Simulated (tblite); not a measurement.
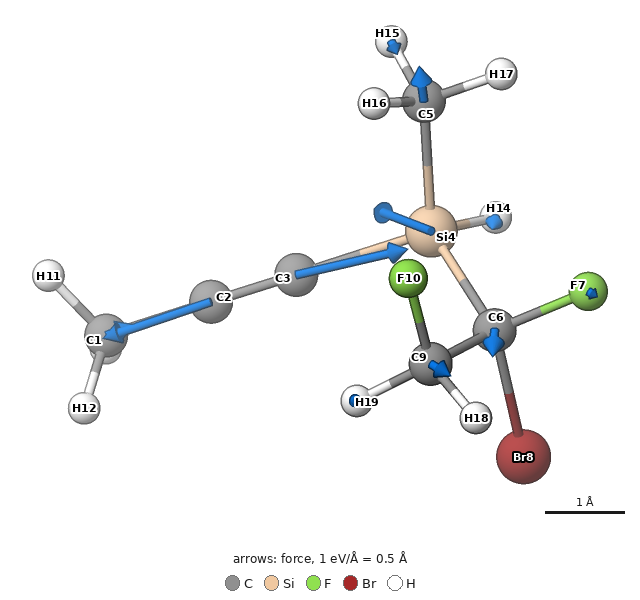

Starting geometry of C₆H₉BrF₂Si with the computed forces as blue arrows. The picture is a ball-and-stick view, seen at a tilt.

All numbers below come from GFN2-xTB geometry optimisation, gas phase (tblite 0.8.0). 

Q: Is this structure relaxed? If not, where do the atoms go?

A: It isn't relaxed: the largest force vector, on a C atom, is 3.16 eV/Å. The final displacements have little in common with the starting forces (cosine between the two patterns 0.10). Over 83 geometry steps the energy falls by 0.278 eV. The atom that moves furthest after the best rigid fit is an F atom (0.41 Å). By element the largest moves are F 0.41 Å, H 0.30 Å, Br 0.23 Å, C 0.21 Å, Si 0.19 Å. Some distances before and after: C–Si 1.868 → 1.952 Å, C–Si 1.901 → 1.841 Å, C–Si 1.853 → 1.890 Å, C–C 1.477 → 1.442 Å. Bond angles that change, for instance: C–Si–C 112.0° → 102.6°, C–Si–H 106.5° → 113.6°, C–Si–H 109.6° → 104.2°.
